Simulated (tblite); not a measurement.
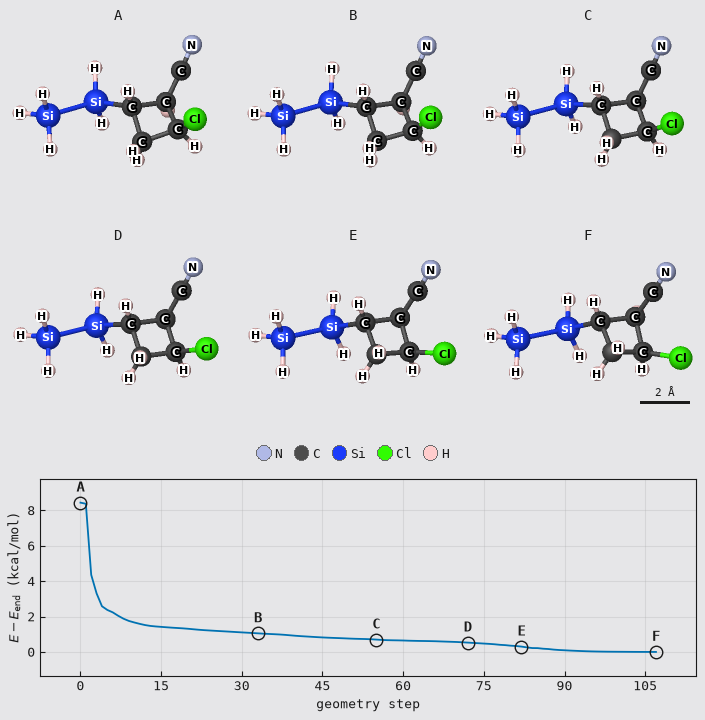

Frames of a relaxation of C₅H₁₀ClNSi₂, marked on the history of the run. A ball-and-stick model, seen at a tilt.

Method: GFN2-xTB geometry optimisation, gas phase in tblite. 

**Describe the path.**

The Cl atom moves most after the best rigid fit: 1.60 Å. By element the largest moves are Cl 1.60 Å, H 1.27 Å, N 1.12 Å, C 0.60 Å, Si 0.32 Å. Among the contacts that change: H–Si 1.497 → 1.465 Å, C–C 1.566 → 1.540 Å, C–Cl 1.801 → 1.780 Å, C–C 1.549 → 1.528 Å. Bond angles that change, for instance: C–C–C 117.1° → 111.9°, C–C–H 110.3° → 115.2°, C–Si–H 109.8° → 105.1°. Groups turn about C–C by about 45°, C–C by about 45°, C–C by about 45°. After 107 geometry steps the energy has fallen by 8.44 kcal/mol. From step 0 to 33: the N atom moves most (0.23 Å), energy −7.39 kcal/mol. From step 33 to 55: the Cl atom moves most (0.42 Å), energy −0.35 kcal/mol. From step 55 to 72: the Cl atom moves most (0.40 Å), energy −0.17 kcal/mol. From step 72 to 82: the Cl atom moves most (0.36 Å), energy −0.23 kcal/mol. From step 82 to 107: the Cl atom moves most (0.33 Å), energy −0.30 kcal/mol.
